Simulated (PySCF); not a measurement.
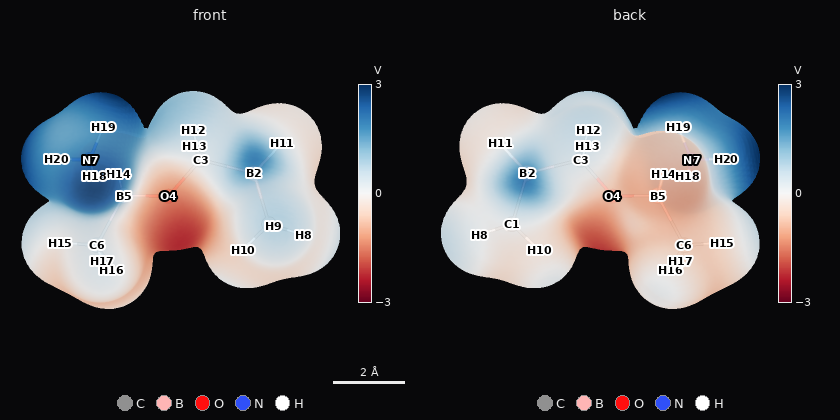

Figure. C$_{3}$H$_{13}$B$_{2}$NO. The electrostatic potential painted on the density surface at 0.004 e/bohr³, seen from the front and from behind; the colour scale runs from red (negative) to blue (positive).

Geometry: GFN2-xTB.

All numbers below come from PBE0/pcSseg-1, SCF density, gas phase, non-relativistic (PySCF 2.14.0).

```xyz
20

C     2.9761    0.0039    0.7064
B     2.2949    1.1584   -0.1020
C     0.7505    1.1110   -0.4350
O     0.0561   -0.0150    0.0607
B    -1.1160   -0.4616   -0.5579
C    -1.5566   -1.9402   -0.0908
N    -2.4295    0.5712    0.2108
H     4.0238   -0.1543    0.4600
H     2.9440    0.2623    1.7661
H     2.4384   -0.9353    0.6069
H     2.8948    2.1023   -0.4583
H     0.2655    2.0334   -0.0589
H     0.6260    1.1700   -1.5315
H    -1.2732   -0.1846   -1.7129
H    -2.5796   -2.1824   -0.3739
H    -0.9165   -2.6856   -0.5554
H    -1.4652   -2.0734    0.9845
H    -2.3349    0.4121    1.2054
H    -2.2654    1.5445   -0.0099
H    -3.3382    0.2740   -0.1174
```

Describe the electrostatic potential map.

The most negative region (about −2.2 V, or −51 kcal/mol for a unit charge) lies over O4, the most positive (about +2.9 V, or +67 kcal/mol for a unit charge) over H19 and H20. O4 is the likeliest acceptor of a hydrogen bond.
